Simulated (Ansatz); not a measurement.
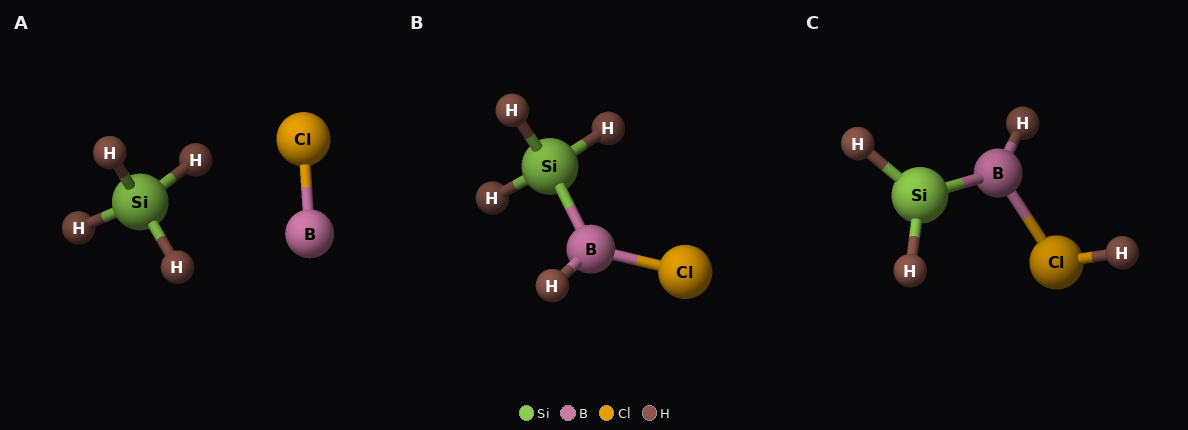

3 stationary structures of one formula. Geometries: PBE0-D4/def2-TZVP. Electronic energies: RHF-CCSD(T) (frozen core)/def2-TZVPP (Ansatz 0.2.0), without zero-point energy. No frequency run is at hand to confirm each as a minimum. Each is one conformer, not always the lowest.

Which structure is the most stable?

Answer. B is lowest; A lies 226.6 kJ/mol above it, C lies 307.4 kJ/mol above it (C1).
